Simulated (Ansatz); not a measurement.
# ClH₅Si₂: what the fields show

```xyz
8

Si    0.4035   -0.0046   -0.0523
Si    1.0201    0.0011    2.2153
H    -0.1903   -0.1956    3.0603
H     1.9866   -1.1065    2.4708
H     1.6611    1.3026    2.5516
H     1.5644    0.2103   -0.9586
Cl   -0.9360    1.5932   -0.3682
H    -0.3026   -1.2537   -0.4481
```

The calculation used RKS B3LYP-D4/def2-SVPD in Ansatz 0.2.0.

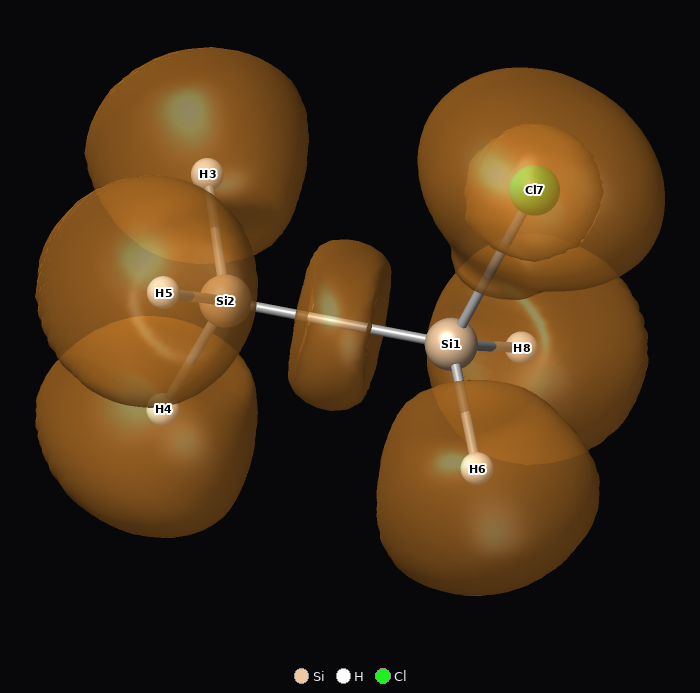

Figure 1. Isosurface of the ELF at 0.75 (orange), seen at a tilt. Only the valence region is drawn (cores and ρ < 0.01 e/Å³ removed).

**Identify the bonds, lone pairs and shells in this picture.**

The ELF exceeds this value in one region between bonded Si–Si atoms (shared pairs), five regions around hydrogen nuclei and one region on Cl in which the atom's valence shell and bonds are merged.


Si–Cl (2.11 Å): the ELF peaks at about 0.90 between the atoms, as expected for a shared but strongly polarised pair. Si–Si (2.35 Å): the ELF peaks at about 1 between the atoms; a covalent bond.

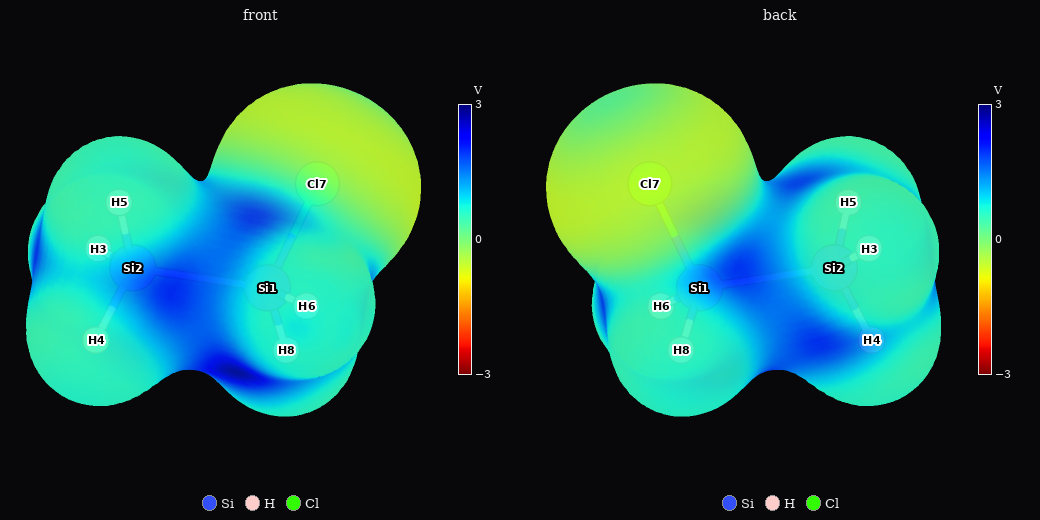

Figure 2. The molecular electrostatic potential painted on the density surface at 0.004 e/bohr³, seen from the front and from behind; the colour scale runs from red (negative) to blue (positive).

**Where is the surface potential most negative and most positive?**

The most negative region (about −0.6 V) lies over Cl7, the most positive (about +2.5 V) over Si1. Cl7 shows a σ-hole: about +0.2 V at the tip opposite its bond, against about −0.5 V on its flanks.

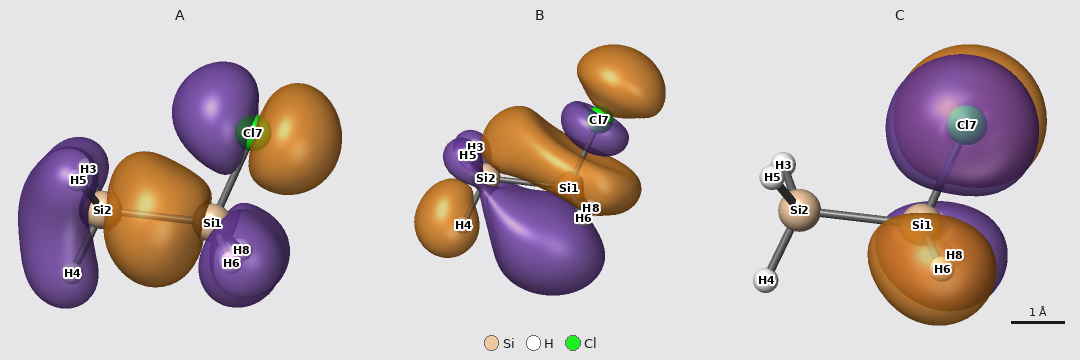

Figure 3. Three frontier orbitals at ±0.06 Å⁻³ᐟ² (orange and purple are the two phases), in no order.

**Which picture is the HOMO−1, the HOMO and the LUMO?**

C is the HOMO−1 (−8.71 eV). Its weight (Hirshfeld) is mainly on Cl7 (about 70 %), Si1 (about 15 %), H6 (about 10 %) and H8 (about 10 %); largely a lone pair of Cl7. A is the HOMO (−8.08 eV). By Hirshfeld shares it lies mainly on Cl7 (about 35 %), Si2 (about 25 %) and Si1 (about 25 %). B is the LUMO (−0.95 eV). Its weight (Hirshfeld) is mainly on Si1 (about 45 %), Cl7 (about 20 %) and Si2 (about 20 %).

**What is the HOMO–LUMO gap?**

7.13 eV between the orbital energies.
